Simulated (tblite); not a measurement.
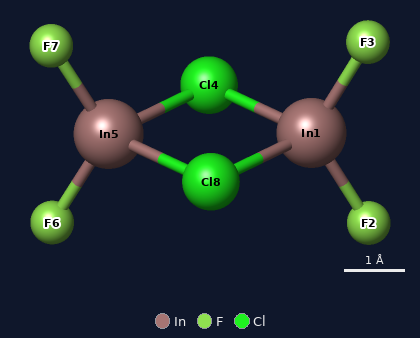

Fig. 1: The structure as given in the input (ball-and-stick view, seen at a tilt; atoms are numbered from 1 in the order of the input). Sticks mark near contacts. Bond lengths as drawn: Cl–In 2.45 Å and F–In 1.95 Å.

# Calculation of the molecule and its ions of In2Cl2F4

In2Cl2F4, computed with IPEA1-xTB, R-SCC, in an applied electric field (tblite 0.8.0).

The geometry comes from this level: GFN2-xTB.

### Input file (xtb_job.py)
```python
import json
import numpy as np
from tblite.interface import Calculator
from tblite.library import ffi
from tblite.interface import symbols_to_numbers

geometry = """
In    -0.741940    -0.562910     1.431100
F     -1.464040    -2.373260     1.492240
F     -0.851370     0.621620     2.975540
Cl     1.559930    -0.569600     0.583720
In     0.739060     0.564150    -1.431830
F      0.919990    -0.647570    -2.947990
F      1.400650     2.396170    -1.517780
Cl    -1.562290     0.571410    -0.584990
"""
lines = [l.split() for l in geometry.strip().splitlines()]
symbols = [l[0] for l in lines]
numbers = np.array(symbols_to_numbers(symbols))
positions = np.array([l[1:4] for l in lines], float) / 0.5291772

def run(charge, uhf):
    xtb = Calculator("IPEA1-xTB", numbers, positions, charge=charge, uhf=uhf)
    xtb.set("accuracy", 0.3)
    xtb.set("mixer-damping", 0.2)
    xtb.add("electric-field", ffi.new("double[3]", [0.0004, 0.005, 0.0113]))  # atomic units
    return xtb.singlepoint()

states = [[0, 0], [1, 1], [-1, 1]]  # charge, unpaired electrons
runs = [run(q, n) for q, n in states]
e = np.array([x.get('energy') for x in runs])
for (q, n), x in zip(states, e):
    print(f"charge {q:+d}, {n} unpaired: E = {x:.8f} Eh, relative {(x - e[0]) * 2625.4996:.4f} kJ/mol")
ip, ea = (e[1] - e[0]) * 27.211386, (e[0] - e[2]) * 27.211386
print(f"vertical IP {ip:.4f} eV, vertical EA {ea:.4f} eV (differences of total energies, no empirical shift)")
print(f"chemical potential {-(ip + ea) / 2:.4f} eV, hardness {ip - ea:.4f} eV")
q0, qp, qm = (x.get("charges") for x in runs)
print("condensed Fukui functions   f-      f+")
for i, s in enumerate(symbols):
    print(f"{s:<2}{i + 1:<3} {qp[i] - q0[i]:24.4f} {q0[i] - qm[i]:7.4f}")
out = {k: np.asarray(runs[0].get(k)).tolist() for k in ("energy", "gradient", "charges", "dipole", "orbital-energies", "orbital-occupations")}
out.update(symbols=symbols, positions=(positions * 0.529177210903).tolist(), state_energies=e.tolist(), state_charges=[x.get("charges").tolist() for x in runs])
json.dump(out, open("results.json", "w"))
```

Hardware: 1 thread of Intel Xeon (Granite Rapids), 192 GiB of memory available, shared host.

Launched with:
```bash
python xtb_job.py
```

### Output
```
------------------------------------------------------------
  cycle        total energy    energy error   density error
------------------------------------------------------------
      1     -33.22981766250  -3.3258395E+01   3.9295853E-01
      2     -33.44850656922  -2.1868891E-01   2.8145523E-01
      3     -33.49356404765  -4.5057478E-02   1.5407956E-01
      4     -33.54265058056  -4.9086533E-02   1.1874514E-01
      5     -33.54512110670  -2.4705261E-03   7.1026646E-02
      6     -33.56936276819  -2.4241661E-02   6.9312330E-03
      7     -33.56875825756   6.0451064E-04   1.0160140E-02
      8     -33.56936705962  -6.0880206E-04   5.2023600E-03
      9     -33.56949255562  -1.2549600E-04   3.1267166E-03
     10     -33.56955738930  -6.4833674E-05   8.4076477E-04
     11     -33.56956198091  -4.5916151E-06   1.7657247E-04
     12     -33.56956216979  -1.8887920E-07   3.3870780E-05
     13     -33.56956217682  -7.0306925E-09   6.6527273E-06
     14     -33.56956217681   1.1390000E-11   5.0568530E-06
------------------------------------------------------------

 total:                                   0.010 sec
------------------------------------------------------------
  cycle        total energy    energy error   density error
------------------------------------------------------------
      1     -32.38734441909  -3.2415921E+01   4.0832268E-01
      2     -32.79691575726  -4.0957134E-01   2.6804498E-01
      3     -32.87080644089  -7.3890684E-02   1.8235200E-01
      4     -32.89675832149  -2.5951881E-02   1.5700765E-01
      5     -32.86847327664   2.8285045E-02   1.4409937E-01
      6     -32.87200697321  -3.5336966E-03   1.4261815E-01
      7     -32.85734464486   1.4662328E-02   1.2437290E-01
      8     -32.85823631303  -8.9166817E-04   1.1618597E-01
      9     -32.87031837135  -1.2082058E-02   9.0458638E-02
     10     -32.96278689518  -9.2468524E-02   2.6603412E-02
     11     -32.96213760410   6.4929108E-04   2.6268066E-02
     12     -32.93011592990   3.2021674E-02   5.9751515E-02
     13     -32.95826612483  -2.8150195E-02   3.2907690E-02
     14     -32.96797004144  -9.7039166E-03   9.2445874E-03
     15     -32.96628563122   1.6844102E-03   1.5347560E-02
     16     -32.96836976200  -2.0841308E-03   7.3376198E-03
     17     -32.96888694537  -5.1718337E-04   2.1524425E-03
     18     -32.96889685327  -9.9079071E-06   1.8208860E-03
     19     -32.96886491319   3.1940087E-05   2.3746042E-03
     20     -32.96890048184  -3.5568652E-05   1.6343023E-03
     21     -32.96892744401  -2.6962166E-05   6.0262266E-04
     22     -32.96893047619  -3.0321821E-06   2.7396540E-04
     23     -32.96893112052  -6.4432872E-07   9.2678012E-05
     24     -32.96893120247  -8.1957310E-08   3.2651232E-05
     25     -32.96893119838   4.0982258E-09   3.6152927E-05
     26     -32.96893120990  -1.1521358E-08   1.8764226E-05
     27     -32.96893121234  -2.4392932E-09   1.0011515E-05
     28     -32.96893121330  -9.6017772E-10   3.4747972E-06
------------------------------------------------------------

 total:                                   0.018 sec
------------------------------------------------------------
  cycle        total energy    energy error   density error
------------------------------------------------------------
      1     -33.56465551471  -3.3593233E+01   3.7767660E-01
      2     -33.74447745513  -1.7982194E-01   2.8017829E-01
      3     -33.81117052274  -6.6693068E-02   1.4917990E-01
      4     -33.82635542213  -1.5184899E-02   8.0192827E-02
      5     -33.83126479311  -4.9093710E-03   4.3452814E-02
      6     -33.83264433743  -1.3795443E-03   9.2388379E-03
      7     -33.83298569445  -3.4135702E-04   4.1780929E-03
      8     -33.83307349911  -8.7804662E-05   2.4190491E-03
      9     -33.83309801461  -2.4515494E-05   1.1244955E-03
     10     -33.83310290273  -4.8881246E-06   3.6549442E-04
     11     -33.83310375892  -8.5618879E-07   8.0858632E-05
     12     -33.83310379045  -3.1528664E-08   4.5131747E-05
     13     -33.83310380389  -1.3441763E-08   6.5556437E-06
     14     -33.83310380397  -8.4355634E-11   7.5178853E-07
------------------------------------------------------------

 total:                                   0.010 sec
charge +0, 0 unpaired: E = -33.56956218 Eh, relative 0.0000 kJ/mol
charge +1, 1 unpaired: E = -32.96893121 Eh, relative 1576.9564 kJ/mol
charge -1, 1 unpaired: E = -33.83310380 Eh, relative -691.9284 kJ/mol
vertical IP 16.3440 eV, vertical EA 7.1713 eV (differences of total energies, no empirical shift)
chemical potential -11.7577 eV, hardness 9.1727 eV
condensed Fukui functions   f-      f+
In1                     0.1257  0.1234
F 2                     0.1393  0.0667
F 3                     0.2079  0.0674
Cl4                     0.1380  0.1305
In5                     0.1066  0.1833
F 6                     0.0555  0.1502
F 7                     0.1083  0.1420
Cl8                     0.1188  0.1365
```

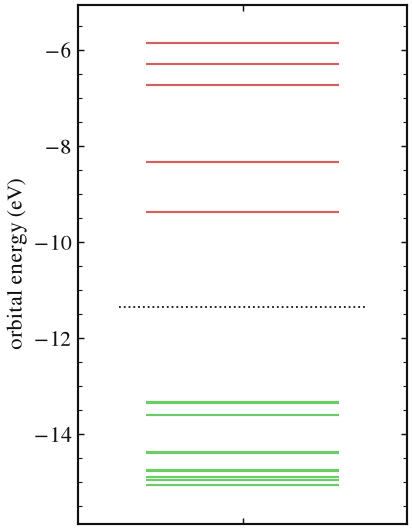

Fig. 2: Orbital energies near the frontier; the dotted line parts filled from empty levels, and levels within 0.02 eV of each other stand side by side. Highest filled −13.34 eV, lowest empty −9.39 eV, 3.95 eV apart.

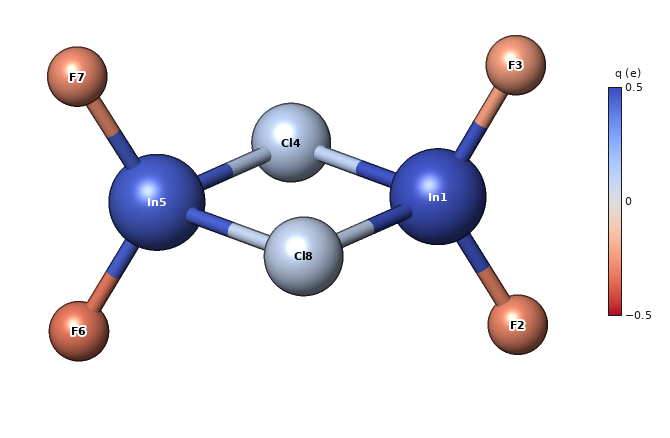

Fig. 3: Mulliken charges, as the colour of each atom (ball-and-stick view, seen at a tilt; atoms are numbered from 1 in the order of the input). By element: In +0.45 to +0.48, F −0.32 to −0.24 and Cl +0.08 to +0.10 e.

### Summary

```csv
quantity,value
outcome,converged
total energy,−33.569562 hartree
basis functions,56
largest force,2.130 eV/Å
HOMO,−13.34 eV
LUMO,−9.39 eV
dipole moment,3.39 D
peak memory,0.11 GiB
```

### Notes

Settings chosen away from the usual ones: accuracy; damping; field.
